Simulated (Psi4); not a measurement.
**triplet HF at 6 levels**

Aim: a comparison of 6 runs (U-r2SCAN/cc-pVTZ, UB2PLYP/cc-pVTZ, UBHLYP/cc-pVTZ, UMP3/cc-pVTZ, UCCSD/cc-pVTZ, UCCSD(T)/cc-pVTZ) of triplet HF. 

Program for the calculation: Psi4 1.11.

1 further run of the same task is left out (set aside as unsound or not needed).

## (1) Starting point

HF has 2 atoms, charge 0, and is taken as a triplet. As SMILES of the parent species, `F`. Geometry: relaxed at PBE0-D4/def2-TZVP. That shape belongs to the parent species and isn't relaxed for this state.

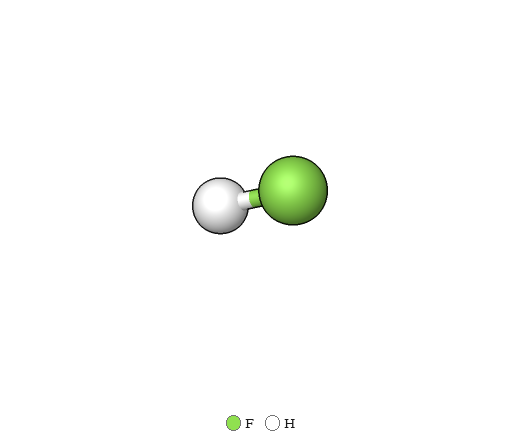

Viewed from a chosen angle; fluorine green, hydrogen white.

## (2) The energy at U-r2SCAN/cc-pVTZ (run 1)

fh.py reads:

```python
import psi4

psi4.set_memory('1600 MB')
psi4.set_num_threads(1)
psi4.set_output_file('output.dat', False)

molecule = psi4.geometry("""
0 3
F     -0.73699319     0.27325440    -0.37114221
H      0.73699319    -0.27325440     0.37114221
units au
symmetry c1
no_reorient
no_com
""")

options = {'basis': 'cc-pVTZ', 'reference': 'uks', 'puream': True, 'e_convergence': 1e-09, 'd_convergence': 1e-08, 'scf_type': 'pk', 'dft_radial_points': 99, 'dft_spherical_points': 590, 'maxiter': 100}
psi4.set_options(options)

E, wfn = psi4.energy("r2scan", return_wfn=True)
print(f'r2scan energy: {E:.10f} Eh')
```

The run is started by

```sh
$ python fh.py
```

output.dat:

```text
[...]
  Running in c1 symmetry.
[...]
  Nuclear repulsion =    5.176952304055543
[...]
  Multiplicity = 3
[...]
  Nalpha       = 6
  Nbeta        = 4
[...]
    Number of basis functions: 44
[...]
   @UKS iter   1:  -100.05557073871263    1.51776e-01   4.35543e-03 ADIIS/DIIS
[...]
   @UKS iter  29:  -100.06780152811345   -7.97229e-12   2.13384e-09 DIIS
[...]
   @S^2 Observed:                2.002259297E+00
[...]
  @UKS Final Energy:  -100.06780152811345
   => Energetics <=
    Nuclear Repulsion Energy =              5.1769523040555434
    One-Electron Energy =                -148.1017028351180613
    Two-Electron Energy =                  53.5154970260969947
    DFT Exchange-Correlation Energy =     -10.6585480231479206
    Empirical Dispersion Energy =           0.0000000000000000
    VV10 Nonlocal Energy =                  0.0000000000000000
    Total Energy =                       -100.0678015281134492
[...]
 Multipole Moments:
 ------------------------------------------------------------------------------------
     Multipole            Electronic (a.u.)      Nuclear  (a.u.)        Total (a.u.)
 ------------------------------------------------------------------------------------
 L = 1.  Multiply by 2.5417464519 to convert [e a0] to [Debye]
 Dipole X            :          5.1084915           -5.8959455           -0.7874540
 Dipole Y            :         -1.8940715            2.1860352            0.2919637
 Dipole Z            :          2.5725839           -2.9691377           -0.3965538
 Magnitude           :                                                    0.9287527
[...]
```

On the terminal:

```text
r2scan energy: -100.0678015281 Eh
```

It took 15 s on 1 thread of Intel Xeon 6975P-C (Granite Rapids), shared host; peak memory 0.59 GiB.

## (3) A single-point energy at UB2PLYP/cc-pVTZ (density fitting for correlation) (run 2)

input.json reads:

```json
{
 "schema_name": "qcschema_input",
 "schema_version": 1,
 "molecule": {
  "schema_name": "qcschema_molecule",
  "schema_version": 2,
  "symbols": ["F", "H"],
  "geometry": [-0.73699319, 0.2732544, -0.37114221, 0.73699319, -0.2732544, 0.37114221],
  "molecular_charge": 0,
  "molecular_multiplicity": 3,
  "fix_symmetry": "c1"
 },
 "driver": "energy",
 "model": {
  "method": "b2plyp",
  "basis": "cc-pVTZ"
 },
 "keywords": {
  "reference": "uks",
  "puream": true,
  "e_convergence": 1e-09,
  "d_convergence": 1e-08,
  "scf_type": "pk",
  "dft_radial_points": 99,
  "dft_spherical_points": 590,
  "num_frozen_docc": 1,
  "maxiter": 100
 }
}
```

The run is started by

```sh
$ psi4 --qcschema input.json -n 1 --memory 1600MB
```

stdout:

```text
[...]
  Running in c1 symmetry.
[...]
  Nuclear repulsion =    5.176952304055543
[...]
  Multiplicity = 3
[...]
  Nalpha       = 6
  Nbeta        = 4
[...]
    Number of basis functions: 44
[...]
   @UKS iter   1:   -99.97082406360751    4.72983e-02   4.95928e-03 ADIIS/DIIS
[...]
   @UKS iter   9:   -99.98790979732794   -4.51905e-12   9.18444e-09 DIIS
[...]
   @S^2 Observed:                2.002370300E+00
[...]
  @UKS Final Energy:   -99.98790979732794
   => Energetics <=
    Nuclear Repulsion Energy =              5.1769523040555434
    One-Electron Energy =                -148.1130472819477291
    Two-Electron Energy =                  48.0584262235830124
    DFT Exchange-Correlation Energy =      -5.1102410430187453
    Empirical Dispersion Energy =           0.0000000000000000
    VV10 Nonlocal Energy =                  0.0000000000000000
    Total Energy =                        -99.9879097973279301
[...]
 Multipole Moments:
 ------------------------------------------------------------------------------------
     Multipole            Electronic (a.u.)      Nuclear  (a.u.)        Total (a.u.)
 ------------------------------------------------------------------------------------
 L = 1.  Multiply by 2.5417464519 to convert [e a0] to [Debye]
 Dipole X            :          0.0000000           -0.0000000            0.0000000
 Dipole Y            :          0.0000000            0.0000000            0.0000000
 Dipole Z            :         -1.7784524            0.8627082           -0.9157442
 Magnitude           :                                                    0.9157442
[...]
```

The result, in JSON:

```text
{
 "driver": "energy",
 "model": {
  "method": "b2plyp",
  "basis": "cc-pVTZ"
 },
 "success": true,
 "return_result": -100.05352840631187,
 "properties": {
  "calcinfo_nbasis": 44,
  "calcinfo_nmo": 44,
  "calcinfo_nalpha": 6,
  "calcinfo_nbeta": 4,
  "calcinfo_natom": 2,
  "nuclear_repulsion_energy": 5.176952304055543,
  "return_energy": -100.05352840631187,
  "scf_one_electron_energy": -148.11304728194773,
  "scf_two_electron_energy": 48.05842622358301,
  "scf_xc_energy": -5.110241043018745,
  "scf_dipole_moment": [2.787802464061394e-15, 1.6584100224137415e-15, -0.9157441559777396],
  "scf_total_energy": -99.98790979732794,
  "scf_iterations": 9
 }
}
```

It took 3.9 s on 1 thread of Intel Xeon 6975P-C (Granite Rapids), shared host; peak memory 0.38 GiB.

Runs 3 to 4 aren't shown in full; the table further down has their settings and results.

## (4) The energy at UCCSD/cc-pVTZ (run 5)

run_ase.py reads:

```python
import numpy as np
from ase.calculators.psi4 import Psi4
from ase import Atoms

a = Atoms(['F', 'H'], positions=[
    [-0.390000, 0.144600, -0.196400],
    [0.390000, -0.144600, 0.196400],
])
calc = Psi4(atoms=a, method='ccsd', basis='cc-pVTZ', memory='1600MB', num_threads=1, charge=0, multiplicity=3, label='calc', reference='uhf')
calc.psi4.set_options({'puream': True, 'e_convergence': 1e-09, 'd_convergence': 1e-08, 'scf_type': 'pk', 'num_frozen_docc': 1, 'maxiter': 100})
a.calc = calc

print(f'energy: {a.get_potential_energy():.6f} eV')
```

The run is started by

```sh
$ python run_ase.py
```

calc.dat:

```text
[...]
  Running in c1 symmetry.
[...]
  Nuclear repulsion =    5.176952311050555
[...]
  Multiplicity = 3
[...]
  Nalpha       = 6
  Nbeta        = 4
[...]
    Number of basis functions: 44
[...]
   @UHF iter   1:   -99.69972911480042   -7.25997e-02   6.81167e-03 DIIS/ADIIS
[...]
   @UHF iter  11:   -99.73293958123210   -7.81597e-13   2.92838e-09 DIIS
[...]
   @S^2 Observed:                2.004143142E+00
[...]
  @UHF Final Energy:   -99.73293958123210
   => Energetics <=
    Nuclear Repulsion Energy =              5.1769523110505551
    One-Electron Energy =                -148.1017575687176020
    Two-Electron Energy =                  43.1918656764349649
    Total Energy =                        -99.7329395812321025
  UHF NO Occupations:
  HONO-2 :    4  A 1.9985007
  HONO-1 :    5  A 1.0000000
[...]
 Multipole Moments:
 ------------------------------------------------------------------------------------
     Multipole            Electronic (a.u.)      Nuclear  (a.u.)        Total (a.u.)
 ------------------------------------------------------------------------------------
 L = 1.  Multiply by 2.5417464519 to convert [e a0] to [Debye]
 Dipole X            :         -1.5179757            0.7314574           -0.7865183
 Dipole Y            :          0.5628187           -0.2712019            0.2916168
 Dipole Z            :         -0.7644370            0.3683545           -0.3960826
 Magnitude           :                                                    0.9276491
[...]
      * MP2 total energy                      =  -99.943809401782119
[...]
      * CCSD total energy                     =  -99.956777910508791
```

Standard output:

```text
energy: -2719.962469 eV
```

It took 6.3 s on 1 thread of Intel Xeon 6975P-C (Granite Rapids), shared host; peak memory 0.25 GiB.

## (5) The energy at UCCSD(T)/cc-pVTZ (run 6)

job.json reads:

```json
{
  "schema_name": "qcschema_input",
  "schema_version": 1,
  "molecule": {
    "schema_name": "qcschema_molecule",
    "schema_version": 2,
    "symbols": ["F", "H"],
    "geometry": [-0.73699319, 0.2732544, -0.37114221, 0.73699319, -0.2732544, 0.37114221],
    "molecular_charge": 0,
    "molecular_multiplicity": 3,
    "fix_symmetry": "c1",
    "fix_com": true,
    "fix_orientation": true
  },
  "driver": "energy",
  "model": {
    "method": "ccsd(t)",
    "basis": "cc-pVTZ"
  },
  "keywords": {
    "reference": "uhf",
    "puream": true,
    "e_convergence": 1e-09,
    "d_convergence": 1e-08,
    "scf_type": "pk",
    "num_frozen_docc": 1,
    "maxiter": 100
  }
}
```

The run is started by

```sh
$ psi4 --qcschema job.json -n 1 --memory 1600MB
```

stdout:

```text
[...]
  Running in c1 symmetry.
[...]
  Nuclear repulsion =    5.176952304055543
[...]
  Multiplicity = 3
[...]
  Nalpha       = 6
  Nbeta        = 4
[...]
    Number of basis functions: 44
[...]
   @UHF iter   1:   -99.69972911535207   -7.25997e-02   6.81167e-03 DIIS/ADIIS
[...]
   @UHF iter  11:   -99.73293958176518   -7.53175e-13   2.92838e-09 DIIS
[...]
   @S^2 Observed:                2.004143142E+00
[...]
  @UHF Final Energy:   -99.73293958176518
   => Energetics <=
    Nuclear Repulsion Energy =              5.1769523040555434
    One-Electron Energy =                -148.1017575613341251
    Two-Electron Energy =                  43.1918656755133981
    Total Energy =                        -99.7329395817651942
  UHF NO Occupations:
  HONO-2 :    4  A 1.9985007
  HONO-1 :    5  A 1.0000000
[...]
 Multipole Moments:
 ------------------------------------------------------------------------------------
     Multipole            Electronic (a.u.)      Nuclear  (a.u.)        Total (a.u.)
 ------------------------------------------------------------------------------------
 L = 1.  Multiply by 2.5417464519 to convert [e a0] to [Debye]
 Dipole X            :          5.1094272           -5.8959455           -0.7865183
 Dipole Y            :         -1.8944184            2.1860352            0.2916168
 Dipole Z            :          2.5730551           -2.9691377           -0.3960826
 Magnitude           :                                                    0.9276491
[...]
      * MP2 total energy                      =  -99.943809402337862
[...]
      * CCSD total energy                     =  -99.956777911063242
[...]
      * CCSD(T) total energy                     =  -99.961020876852899
[...]
```

The result, in JSON:

```text
{
 "driver": "energy",
 "model": {
  "method": "ccsd(t)",
  "basis": "cc-pVTZ"
 },
 "success": true,
 "return_result": -99.9610208768529,
 "properties": {
  "calcinfo_nbasis": 44,
  "calcinfo_nmo": 44,
  "calcinfo_nalpha": 6,
  "calcinfo_nbeta": 4,
  "calcinfo_natom": 2,
  "nuclear_repulsion_energy": 5.176952304055543,
  "return_energy": -99.9610208768529,
  "scf_one_electron_energy": -148.10175756133413,
  "scf_two_electron_energy": 43.1918656755134,
  "scf_dipole_moment": [-0.7865183147232155, 0.2916167925224644, -0.3960825547544746],
  "scf_total_energy": -99.73293958176518,
  "scf_iterations": 11,
  "mp2_same_spin_correlation_energy": -0.052583624221045525,
  "mp2_opposite_spin_correlation_energy": -0.15828619635129593,
  "mp2_singles_energy": -3.6566219910941216e-28,
  "mp2_doubles_energy": -0.21086982057234144,
  "mp2_correlation_energy": -0.21086982057234144,
  "mp2_total_energy": -99.94380940233786,
  "ccsd_same_spin_correlation_energy": -0.051179607583311984,
  "ccsd_opposite_spin_correlation_energy": -0.1726587217144155,
  "ccsd_singles_energy": 8.410411704978287e-17,
  "ccsd_doubles_energy": -0.22383832929772746,
  "ccsd_correlation_energy": -0.2238383292977274,
  "ccsd_total_energy": -99.95677791106324,
  "ccsd_iterations": 14,
  "ccsd_prt_pr_correlation_energy": -0.22808129508737537,
  "ccsd_prt_pr_total_energy": -99.9610208768529
 }
}
```

Run time: 6 s. Hardware: 1 thread of Intel Xeon 6975P-C (Granite Rapids), shared host; peak memory 0.25 GiB.

## (6) All runs side by side

```tsv
run	level	frozen core orbitals	fitting correlation	energy (Eh)	HOMO energy (eV)	⟨S²⟩	wall time
1	U-r2SCAN/cc-pVTZ	0	–	-100.067802	-2.20	2.002	15 s
2	UB2PLYP/cc-pVTZ (density fitting for correlation)	1	density fitting	-100.053528	-3.93	2.002	3.9 s
3	UBHLYP/cc-pVTZ	0	–	-100.079211	-3.89	2.002	4.2 s
4	UMP3/cc-pVTZ	1	none	-99.955397	-5.68	2.004	1.9 s
5	UCCSD/cc-pVTZ	1	none	-99.956778	-5.68	2.004	6.3 s
6	UCCSD(T)/cc-pVTZ	1	none	-99.961021	-5.68	2.004	6 s
```

## (7) Results

| quantity | value |
| --- | --- |
| run 6: total energy | -99.96102 Eh |
| run 6: HOMO energy (Hartree–Fock orbitals) (highest over α and β) | -5.68 eV |
| run 6: LUMO energy (Hartree–Fock orbitals) (lowest over α and β) | -2.14 eV |
| run 6: correlation energy (1 core orbital frozen) | -228.1 mEh |
| run 6: (T) correction | -4.24 mEh |
| run 6: ⟨S²⟩ of the reference determinant | 2.004 |
| run 6: T1 diagnostic | 0.010 |

What this shows: Totals of different functionals can't be ranked against each other. All runs together took 38 s, the longest 15 s.
